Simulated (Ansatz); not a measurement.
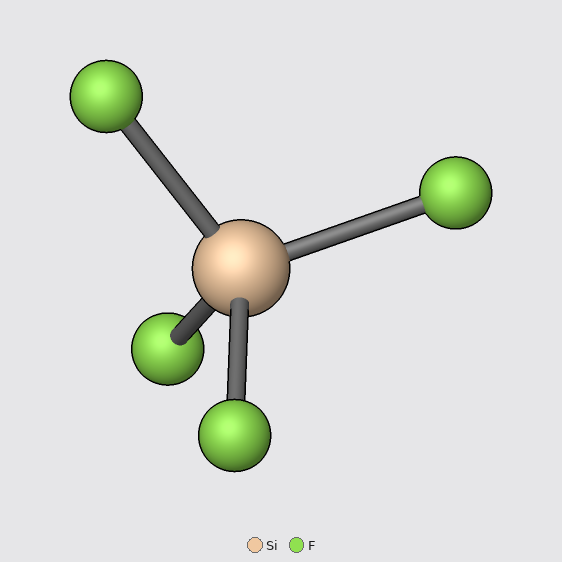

Harmonic vibrations computed with RKS PBE0-D4/def2-TZVP (Ansatz 0.2.0) at a stationary point of the same level.

Question: How many imaginary frequencies does it have?

Answer: A minimum: no imaginary frequency, and the lowest mode lies at 258 cm⁻¹.

Question: How many vibrational modes are there, and where do they lie?

Answer: 9 modes: 258, 258, 381, 381, 381, 796, 1034, 1034, 1034 cm⁻¹.
